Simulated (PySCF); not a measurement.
# Run report: AlAsH3F, geometry relaxation (part 1 of 4)

AlAsH3F, computed with HF/cc-pV(D+d)Z, RHF (PySCF 2.14.0).

The atoms were displaced at random from an optimised geometry. Figures and captions count atoms from 1; the log counts them from 0 in places.

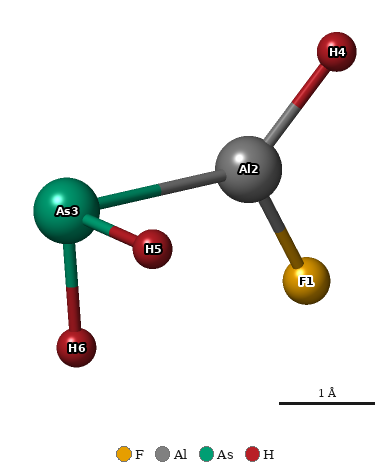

*The input geometry (ball-and-stick view, seen at a tilt; atoms are numbered from 1 in the order of the input). Sticks mark near contacts.*

Bond lengths as drawn: Al–As 2.44 Å, Al–F 1.68 Å, Al–H 1.56 Å and As–H 1.44 to 1.55 Å.

### Input (calc.py)
```python
# [F][AlH][AsH2]
from pyscf import gto
from pyscf.geomopt.geometric_solver import kernel as optimise

mol = gto.Mole()
mol.atom = 'input.xyz'
mol.charge = 0
mol.verbose = 4
mol.max_memory = 1860
mol.basis = 'cc-pv(d+d)z'
mol.spin = 0
mol.build()

mf = mol.RHF()
converged, mol_eq = optimise(mf, maxsteps=100)
print('converged:', converged)
print(mol_eq.tostring())

mf.reset(mol_eq)
mol = mol_eq
mf.kernel()
etot = mf.e_tot
print('E = %.10f Eh' % etot)
```

### File input.xyz
```
6
AlAsFH3
F     -0.303942    -1.654436     1.251596
Al    -0.531422    -0.739946    -0.138626
As    -0.006679     1.637085    -0.205688
H     -0.788101    -1.575981    -1.429751
H      1.312423     1.310066    -0.677129
H      0.518481     1.404798     1.229785
```

Command:
```bash
OMP_NUM_THREADS=1 python calc.py
```

### Log
```
PySCF version 2.14.0

[INPUT] num. atoms = 6
[INPUT] num. electrons = 58
[INPUT] charge = 0
[INPUT] spin (= nelec alpha-beta = 2S) = 0
[INPUT] symmetry False subgroup None
[INPUT] Mole.unit = angstrom
[INPUT] Symbol           X                Y                Z      unit          X                Y                Z       unit  Magmom
[INPUT]  1 F     -0.303942000000  -1.654436000000   1.251596000000 AA   -0.574367137753  -3.126430930621   2.365173658601 Bohr   0.0
[INPUT]  2 Al    -0.531422000000  -0.739946000000  -0.138626000000 AA   -1.004242036569  -1.398295286967  -0.261965173744 Bohr   0.0
[INPUT]  3 As    -0.006679000000   1.637085000000  -0.205688000000 AA   -0.012621480786   3.093642292634  -0.388693987110 Bohr   0.0
[INPUT]  4 H     -0.788101000000  -1.575981000000  -1.429751000000 AA   -1.489295048496  -2.978172467518  -2.701837816323 Bohr   0.0
[INPUT]  5 H      1.312423000000   1.310066000000  -0.677129000000 AA    2.480120029580   2.475665945104  -1.279588361001 Bohr   0.0
[INPUT]  6 H      0.518481000000   1.404798000000   1.229785000000 AA    0.979787090791   2.654683480337   2.323956842098 Bohr   0.0

nuclear repulsion = 216.34985696965
number of shells = 15
number of NR pGTOs = 170
number of NR cGTOs = 79
basis = cc-pv(d+d)z
ecp = {}
Create scanner for <class 'pyscf.grad.rhf.Gradients'>
Create scanner for <class 'pyscf.scf.hf.RHF'>

#|     Arguments passed to driver run_optimizer():      |#
customengine              <pyscf.geomopt.geometric_solver.PySCFEngine object>
maxiter                   100
----------------------------------------------------------
Custom engine selected.
Bonds will be generated from interatomic distances less than 1.20 times sum of covalent radii
18 internal coordinates being used (instead of 18 Cartesians)
Internal coordinate system (atoms numbered from 1):
Distance 1-2
Distance 2-3
Distance 2-4
Distance 3-5
Distance 3-6
Angle 1-2-4
Angle 3-2-4
Angle 2-3-5
Angle 2-3-6
Angle 5-3-6
Out-of-Plane 2-1-3-4
Dihedral 1-2-3-5
Dihedral 1-2-3-6
Dihedral 4-2-3-5
Dihedral 4-2-3-6
Translation-X 1-6
Translation-Y 1-6
Translation-Z 1-6
Rotation-A 1-6
Rotation-B 1-6
Rotation-C 1-6
<class 'geometric.internal.Distance'> : 5
<class 'geometric.internal.Angle'> : 5
<class 'geometric.internal.OutOfPlane'> : 1
<class 'geometric.internal.Dihedral'> : 4
<class 'geometric.internal.TranslationX'> : 1
<class 'geometric.internal.TranslationY'> : 1
<class 'geometric.internal.TranslationZ'> : 1
<class 'geometric.internal.RotationA'> : 1
<class 'geometric.internal.RotationB'> : 1
<class 'geometric.internal.RotationC'> : 1
> ===== Optimization Info: ====
> Job type: Energy minimization
> Maximum number of optimization cycles: 100
> Initial / maximum trust radius (Angstrom): 0.100 / 0.300
> Convergence Criteria:
> Will converge when all 5 criteria are reached:
>  |Delta-E| < 1.00e-06
>  RMS-Grad  < 3.00e-04
>  Max-Grad  < 4.50e-04
>  RMS-Disp  < 1.20e-03
>  Max-Disp  < 1.80e-03
> === End Optimization Info ===

Geometry optimization cycle 1
Cartesian coordinates (Angstrom)
 Atom        New coordinates             dX        dY        dZ
   F  -0.303942  -1.654436   1.251596    0.000000  0.000000  0.000000
  Al  -0.531422  -0.739946  -0.138626    0.000000  0.000000  0.000000
  As  -0.006679   1.637085  -0.205688    0.000000  0.000000  0.000000
   H  -0.788101  -1.575981  -1.429751    0.000000  0.000000  0.000000
   H   1.312423   1.310066  -0.677129    0.000000  0.000000  0.000000
   H   0.518481   1.404798   1.229785    0.000000  0.000000  0.000000

WARN: Mole.unit (angstrom) is changed to Bohr

New geometry
   1 F     -0.303942000000  -1.654436000000   1.251596000000 AA   -0.574367137753  -3.126430930621   2.365173658601 Bohr
   2 Al    -0.531422000000  -0.739946000000  -0.138626000000 AA   -1.004242036569  -1.398295286967  -0.261965173744 Bohr
   3 As    -0.006679000000   1.637085000000  -0.205688000000 AA   -0.012621480786   3.093642292634  -0.388693987110 Bohr
   4 H     -0.788101000000  -1.575981000000  -1.429751000000 AA   -1.489295048496  -2.978172467518  -2.701837816323 Bohr
   5 H      1.312423000000   1.310066000000  -0.677129000000 AA    2.480120029580   2.475665945104  -1.279588361001 Bohr
   6 H      0.518481000000   1.404798000000   1.229785000000 AA    0.979787090791   2.654683480337   2.323956842098 Bohr

******** <class 'pyscf.scf.hf.RHF_Scanner'> ********
method = RHF_Scanner
initial guess = minao
damping factor = 0
level_shift factor = 0
DIIS = <class 'pyscf.scf.diis.CDIIS'>
diis_start_cycle = 1
diis_space = 8
diis_damp = 0
SCF conv_tol = 1e-09
SCF conv_tol_grad = None
SCF max_cycles = 50
direct_scf = True
direct_scf_tol = 1e-13
Set gradient conv threshold to 3.16228e-05
Initial guess from minao.
init E= -2576.39668888698
  HOMO = -0.272734756565361  LUMO = 0.00283021629219782  gap/eV = 7.49850
cycle= 1 E= -2577.27979229885  delta_E= -0.883  |g|= 0.538  |ddm|= 3.66
  HOMO = -0.368703157952067  LUMO = 0.0299445564173642  gap/eV = 10.84776
cycle= 2 E= -2577.3305152001  delta_E= -0.0507  |g|= 0.357  |ddm|= 1.41
  HOMO = -0.36405215505767  LUMO = 0.0407893086431805  gap/eV = 11.01630
cycle= 3 E= -2577.35118353313  delta_E= -0.0207  |g|= 0.0368  |ddm|= 0.429
  HOMO = -0.362335589825393  LUMO = 0.0471087196419653  gap/eV = 11.14155
cycle= 4 E= -2577.35215808036  delta_E= -0.000975  |g|= 0.00839  |ddm|= 0.149
  HOMO = -0.363221824686249  LUMO = 0.0458172393645455  gap/eV = 11.13052
cycle= 5 E= -2577.35221957947  delta_E= -6.15e-05  |g|= 0.0023  |ddm|= 0.0396
  HOMO = -0.363686014257909  LUMO = 0.0457780395962857  gap/eV = 11.14208
cycle= 6 E= -2577.35222500739  delta_E= -5.43e-06  |g|= 0.000611  |ddm|= 0.0121
  HOMO = -0.363641731145239  LUMO = 0.0457616727202224  gap/eV = 11.14043
cycle= 7 E= -2577.35222541776  delta_E= -4.1e-07  |g|= 0.000172  |ddm|= 0.00351
  HOMO = -0.363667263101231  LUMO = 0.0457642972670929  gap/eV = 11.14120
cycle= 8 E= -2577.35222544931  delta_E= -3.15e-08  |g|= 4.8e-05  |ddm|= 0.000945
  HOMO = -0.3636611204129  LUMO = 0.0457671217205524  gap/eV = 11.14111
cycle= 9 E= -2577.35222545238  delta_E= -3.07e-09  |g|= 1.31e-05  |ddm|= 0.000271
  HOMO = -0.363661993261035  LUMO = 0.0457661055104097  gap/eV = 11.14111
cycle= 10 E= -2577.35222545262  delta_E= -2.38e-10  |g|= 3.4e-06  |ddm|= 7.46e-05
  HOMO = -0.363662015578644  LUMO = 0.0457662889743897  gap/eV = 11.14111
Extra cycle  E= -2577.35222545263  delta_E= -1.68e-11  |g|= 1.69e-06  |ddm|= 1.32e-05
converged SCF energy = -2577.35222545263

******** <class 'pyscf.grad.rhf.Gradients_Scanner'> for <class 'pyscf.scf.hf.RHF_Scanner'> ********
unit = Eh/Bohr
--------------- RHF_Scanner gradients ---------------
         x                y                z
0 F     0.0048097362    -0.0100436270     0.0085443150
1 Al    -0.0096995290     0.0101344858    -0.0036212123
2 As     0.0248291947    -0.0022699451    -0.0315786498
3 H     0.0041745506     0.0023584417     0.0018534235
4 H    -0.0314356123     0.0083893144     0.0197017066
5 H     0.0073216598    -0.0085686698     0.0051004169
----------------------------------------------
cycle 1: E = -2577.35222545  dE = -2577.35  norm(grad) = 0.0604315
Step    0 : Gradient = 2.467e-02/4.023e-02 (rms/max) Energy = -2577.3522254526
Hessian Eigenvalues: 2.30000e-02 2.75990e-02 5.00000e-02 ... 1.60000e-01 1.98839e-01 3.84706e-01

Geometry optimization cycle 2
Cartesian coordinates (Angstrom)
 Atom        New coordinates             dX        dY        dZ
   F  -0.331554  -1.607375   1.250084   -0.027612  0.047061 -0.001512
  Al  -0.463004  -0.793272  -0.192106    0.068418 -0.053326 -0.053480
  As  -0.012249   1.608912  -0.116543   -0.005570 -0.028173  0.089145
   H  -0.850532  -1.634391  -1.462932   -0.062431 -0.058410 -0.033181
   H   1.357616   1.322466  -0.753093    0.045193  0.012400 -0.075964
   H   0.500482   1.485247   1.304777   -0.017999  0.080449  0.074992
New geometry
   1 F     -0.331554030193  -1.607375397243   1.250083921781 AA   -0.626546312561  -3.037499280154   2.362316244888 Bohr
   2 Al    -0.463003595394  -0.793272434431  -0.192106459406 AA   -0.874949989983  -1.499067643242  -0.363028595037 Bohr
   3 As    -0.012249280319   1.608912391036  -0.116542659903 AA   -0.023147785025   3.040403777478  -0.220233709046 Bohr
   4 H     -0.850531781338  -1.634390918838  -1.462931654949 AA   -1.607272126968  -3.088551217079  -2.764540166810 Bohr
   5 H      1.357616309331   1.322465541484  -0.753093006717 AA    2.565523006878   2.499097682580  -1.423139529021 Bohr
   6 H      0.500482377913   1.485246817991   1.304776859198 AA    0.945774624427   2.806709713385   2.465670917555 Bohr

******** <class 'pyscf.scf.hf.RHF_Scanner'> ********
method = RHF_Scanner
initial guess = minao
damping factor = 0
level_shift factor = 0
DIIS = <class 'pyscf.scf.diis.CDIIS'>
diis_start_cycle = 1
diis_space = 8
diis_damp = 0
SCF conv_tol = 1e-09
SCF conv_tol_grad = None
SCF max_cycles = 50
direct_scf = True
direct_scf_tol = 1e-13
Set gradient conv threshold to 3.16228e-05
init E= -2577.34571984361
  HOMO = -0.360679460942804  LUMO = 0.0488632772258955  gap/eV = 11.14423
cycle= 1 E= -2577.35878532283  delta_E= -0.0131  |g|= 0.0317  |ddm|= 0.274
  HOMO = -0.359023929865521  LUMO = 0.0519560876827283  gap/eV = 11.18334
cycle= 2 E= -2577.35928890715  delta_E= -0.000504  |g|= 0.01  |ddm|= 0.102
  HOMO = -0.359510117824369  LUMO = 0.0515687571793251  gap/eV = 11.18603
cycle= 3 E= -2577.3593423123  delta_E= -5.34e-05  |g|= 0.00357  |ddm|= 0.0254
  HOMO = -0.359626322546347  LUMO = 0.0516147871717045  gap/eV = 11.19044
cycle= 4 E= -2577.35935380587  delta_E= -1.15e-05  |g|= 0.00116  |ddm|= 0.0158
  HOMO = -0.359588030949009  LUMO = 0.0516246419378046  gap/eV = 11.18967
cycle= 5 E= -2577.35935453894  delta_E= -7.33e-07  |g|= 0.000436  |ddm|= 0.00312
  HOMO = -0.359580778975138  LUMO = 0.0516256714820171  gap/eV = 11.18950
cycle= 6 E= -2577.35935470603  delta_E= -1.67e-07  |g|= 0.000101  |ddm|= 0.00177
  HOMO = -0.359584481268914  LUMO = 0.0516281178936033  gap/eV = 11.18966
cycle= 7 E= -2577.35935472105  delta_E= -1.5e-08  |g|= 2.22e-05  |ddm|= 0.000615
  HOMO = -0.359580270652557  LUMO = 0.0516277481316489  gap/eV = 11.18954
cycle= 8 E= -2577.35935472168  delta_E= -6.22e-10  |g|= 6.39e-06  |ddm|= 0.000123
  HOMO = -0.359581277963452  LUMO = 0.0516279757515612  gap/eV = 11.18957
Extra cycle  E= -2577.35935472171  delta_E= -3.23e-11  |g|= 2.81e-06  |ddm|= 2.15e-05
converged SCF energy = -2577.35935472171

******** <class 'pyscf.grad.rhf.Gradients_Scanner'> for <class 'pyscf.scf.hf.RHF_Scanner'> ********
unit = Eh/Bohr
--------------- RHF_Scanner gradients ---------------
         x                y                z
0 F     0.0012821924    -0.0001462041     0.0029976164
1 Al     0.0001377374     0.0001810784    -0.0027555129
2 As    -0.0059198003     0.0048091544     0.0018234144
3 H    -0.0005080561    -0.0005073600    -0.0008463832
4 H     0.0053588029    -0.0028768015    -0.0021621032
5 H    -0.0003508763    -0.0014598673     0.0009429685
----------------------------------------------
cycle 2: E = -2577.35935472  dE = -0.00712927  norm(grad) = 0.0112176
Step    1 : Displace = 9.213e-02/1.114e-01 (rms/max) Trust = 1.000e-01 (=) Grad = 4.580e-03/7.842e-03 (rms/max) E (change) = -2577.3593547217 (-7.129e-03) Quality = 0.916
Hessian Eigenvalues: 2.26804e-02 2.67567e-02 5.00000e-02 ... 1.67022e-01 2.35283e-01 3.80449e-01

Geometry optimization cycle 3
Cartesian coordinates (Angstrom)
 Atom        New coordinates             dX        dY        dZ
   F  -0.380154  -1.670525   1.242234   -0.048600 -0.063150 -0.007850
  Al  -0.451670  -0.806313  -0.169559    0.011333 -0.013041  0.022547
  As  -0.008555   1.596870  -0.116788    0.003694 -0.012043 -0.000245
   H  -0.837214  -1.624866  -1.451926    0.013318  0.009525  0.011006
   H   1.350605   1.356103  -0.768778   -0.007011  0.033638 -0.015685
   H   0.527748   1.530317   1.295003    0.027266  0.045070 -0.009774
New geometry
   1 F     -0.380153977523  -1.670525286465   1.242234023603 AA   -0.718386902682  -3.156835275580   2.347482087226 Bohr
   2 Al    -0.451670478863  -0.806313055031  -0.169559149738 AA   -0.853533503603  -1.523710844669  -0.320420354920 Bohr
   3 As    -0.008555276907   1.596869724099  -0.116787670461 AA   -0.016167130273   3.017646435158  -0.220696711897 Bohr
   4 H     -0.837213959734  -1.624865676903  -1.451925763107 AA   -1.582105091560  -3.070551118552  -2.743742045472 Bohr
   5 H      1.350605325926   1.356103156521  -0.768777781452 AA    2.552274168379   2.562663562483  -1.452779457595 Bohr
   6 H      0.527748367102   1.530317137778   1.295003341149 AA    0.997299876508   2.891880274129   2.447201645168 Bohr

******** <class 'pyscf.scf.hf.RHF_Scanner'> ********
method = RHF_Scanner
initial guess = minao
damping factor = 0
level_shift factor = 0
DIIS = <class 'pyscf.scf.diis.CDIIS'>
diis_start_cycle = 1
diis_space = 8
diis_damp = 0
SCF conv_tol = 1e-09
SCF conv_tol_grad = None
SCF max_cycles = 50
direct_scf = True
direct_scf_tol = 1e-13
Set gradient conv threshold to 3.16228e-05
init E= -2577.36604972924
  HOMO = -0.356436535001201  LUMO = 0.0526733017834644  gap/eV = 11.13245
cycle= 1 E= -2577.35977284695  delta_E= 0.00628  |g|= 0.0123  |ddm|= 0.111
  HOMO = -0.359750631575902  LUMO = 0.0514745390928875  gap/eV = 11.19001
cycle= 2 E= -2577.35986018994  delta_E= -8.73e-05  |g|= 0.00431  |ddm|= 0.0379
  HOMO = -0.358992677172383  LUMO = 0.0513972789589907  gap/eV = 11.16728
cycle= 3 E= -2577.35987507902  delta_E= -1.49e-05  |g|= 0.00172  |ddm|= 0.0157
  HOMO = -0.359077784626689  LUMO = 0.0514678719637338  gap/eV = 11.17152
cycle= 4 E= -2577.35987723021  delta_E= -2.15e-06  |g|= 0.000567  |ddm|= 0.00595
  HOMO = -0.359076470837027  LUMO = 0.0514714152909468  gap/eV = 11.17158
cycle= 5 E= -2577.35987745022  delta_E= -2.2e-07  |g|= 0.000195  |ddm|= 0.00185
  HOMO = -0.359065242996096  LUMO = 0.0514656401790807  gap/eV = 11.17111
cycle= 6 E= -2577.35987748626  delta_E= -3.6e-08  |g|= 5.76e-05  |ddm|= 0.000891
  HOMO = -0.359069926404329  LUMO = 0.0514695515594816  gap/eV = 11.17135
cycle= 7 E= -2577.35987748988  delta_E= -3.61e-09  |g|= 1.34e-05  |ddm|= 0.000306
  HOMO = -0.359068619205606  LUMO = 0.0514703340728309  gap/eV = 11.17133
cycle= 8 E= -2577.35987749011  delta_E= -2.35e-10  |g|= 3.03e-06  |ddm|= 7.37e-05
  HOMO = -0.359069116499612  LUMO = 0.0514701913928723  gap/eV = 11.17134
Extra cycle  E= -2577.35987749012  delta_E= -1.18e-11  |g|= 1.35e-06  |ddm|= 1.06e-05
converged SCF energy = -2577.35987749012

******** <class 'pyscf.grad.rhf.Gradients_Scanner'> for <class 'pyscf.scf.hf.RHF_Scanner'> ********
unit = Eh/Bohr
--------------- RHF_Scanner gradients ---------------
         x                y                z
0 F     0.0003286328    -0.0008786501     0.0000439271
1 Al     0.0010163772     0.0005629581    -0.0000799361
2 As    -0.0028287970     0.0033040917     0.0007995569
3 H    -0.0005641721    -0.0003816215     0.0004277526
4 H     0.0027087302    -0.0015828504    -0.0007029772
5 H    -0.0006607710    -0.0010239278    -0.0004883232
```
